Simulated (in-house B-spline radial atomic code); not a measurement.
Many-body perturbation calculation, with input and output: Cs¹⁷⁺

Cs¹⁷⁺, core [Ar] 3d10 4s2 4p6. Computed at this level: configuration interaction of two valence electrons with many-body perturbation theory for the core (screened one- and two-electron correlation potentials), Breit and QED, no-pair Dirac, B-spline basis (in-house B-spline radial atomic code).

### Summary

```
 quantity                      value
  outcome                  converged
 hardware  1 CPU thread, shared host
wall time                       96 s
```

### Input file
```
basis_form = 3
Z = 55
core_configuration = [Ar] 3d10 4s2 4p6
rms_radius = 4.8041
mass_number = 133
speed_of_light = 137.035999084
box_radius = 4.737
lmax = 6
intervals = 59
virtual_cutoff = 6050.0
```

The run was one of a batch that the task file lists, launched with:
```bash
python <driver script> task.json out
```

The program writes its results to a structured record and prints no log; tables and figures of this report are taken from that record.

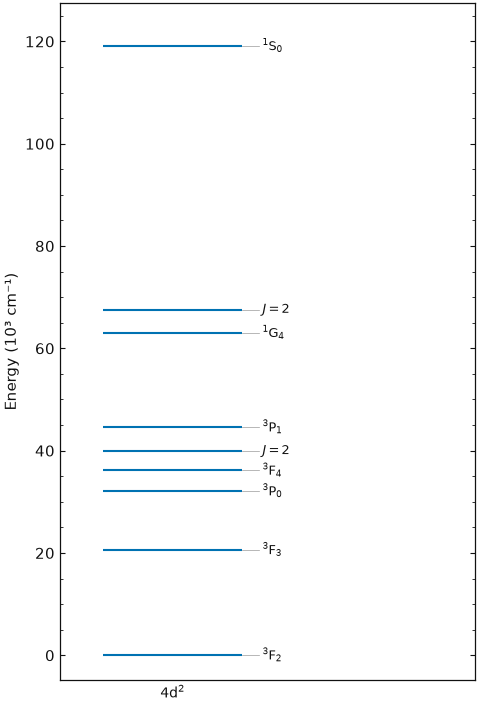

**Figure 1.** Levels of Cs¹⁷⁺, two electrons outside the core [Ar] 3d¹⁰ 4s² 4p⁶. CI+MBPT: configuration interaction in the frozen-core Dirac–Hartree–Fock potential with screened core-valence correlation, Breit and QED terms; computed with a B-spline radial code. The lowest level is 4d² ³F₂. The first excited level, 4d² ³F₃, lies at 20,600 cm⁻¹. The ground term spreads over 36,100 cm⁻¹ in the order J = 2, 3, 4, a normal multiplet. All levels drawn have even parity, so no electric dipole line joins them. The ionisation energy is 446.7 eV, against 443.7 eV from CI without core-valence correlation and a tabulated theoretical value of 445.0 eV.

```tsv
Level	E (cm⁻¹)
4d² ³F₂	0
4d² ³F₃	20,590
4d² ³P₀	32,090
4d² ³F₄	36,120
4d² J = 2 (even, mixed, level 5)	39,880
4d² ³P₁	44,580
4d² ¹G₄	63,000
4d² J = 2 (even, mixed, level 8)	67,490
4d² ¹S₀	119,100
```
